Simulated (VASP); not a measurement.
Band structure of Mg2Ge (antifluorite). Calculation: modified Becke-Johnson potential (mBJ) with spin-orbit coupling, VASP's PBE PAW potentials (set 64) (plane waves; VASP 6.6.1).

mBJ is a potential without an energy functional, so only the levels count.

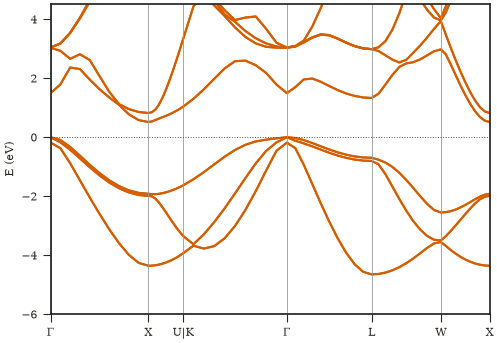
Figure: Bands along high-symmetry lines, zero at the valence-band maximum or, without a gap, the Fermi level

**Question.** Read the plot: is there a gap, and where are the band edges?

**Answer.** The gap is indirect, 0.52 eV, from the valence maximum at Γ to the conduction minimum at X.

Measured: gap 0.74 eV (computed value off by -0.22 eV), as given by Byungki Ryu et al., Journal of the Korean Physical Society (2019), arXiv:1905.06140.

The compound is Mg2Ge in the antifluorite structure. It was relaxed first. The k-mesh is coarse (spacing up to 0.42 per Å, 2π included), so the numbers may not be converged in it. The cell's shape comes from a PBE relaxation.
